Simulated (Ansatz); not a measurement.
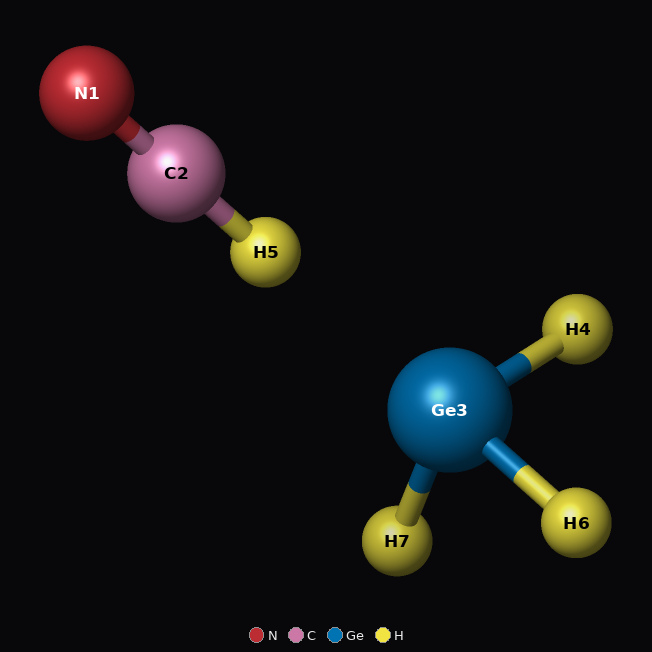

The atoms are numbered. Charge −1, singlet. The geometry was computed by an optimisation with PBE-D4/def2-SVPD. No frequency run is at hand to confirm it as a minimum.

Give these bond angles: N1–C2–H5, H4–Ge3–H6, H6–Ge3–H7.

```csv
angle,degrees
N1–C2–H5,179.6
H4–Ge3–H6,94.5
H6–Ge3–H7,94.4
```
